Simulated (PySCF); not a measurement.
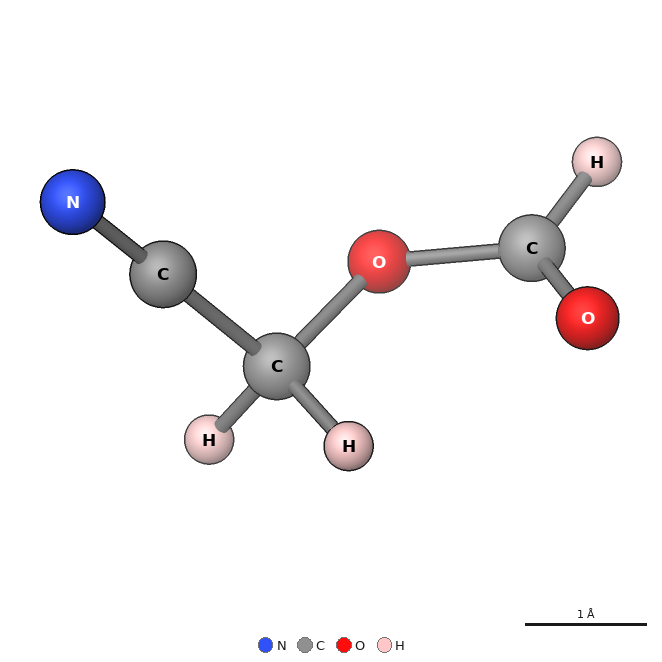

Depth is shown by fading: the farther an atom, the more it takes the colour of the background. The geometry was computed by an optimisation with PBE0-D3(BJ)/def2-SVP. No frequency run is at hand to confirm it as a minimum. Masses are those of the most abundant isotopes; constants are for the rigid equilibrium geometry.

Q: Classify the rotor and give the rotational constants (cm⁻¹).

A: An asymmetric top (C1): A = 0.325, B = 0.0711, C = 0.0664 cm⁻¹. Ray's parameter κ is −0.96, close to the prolate limit.
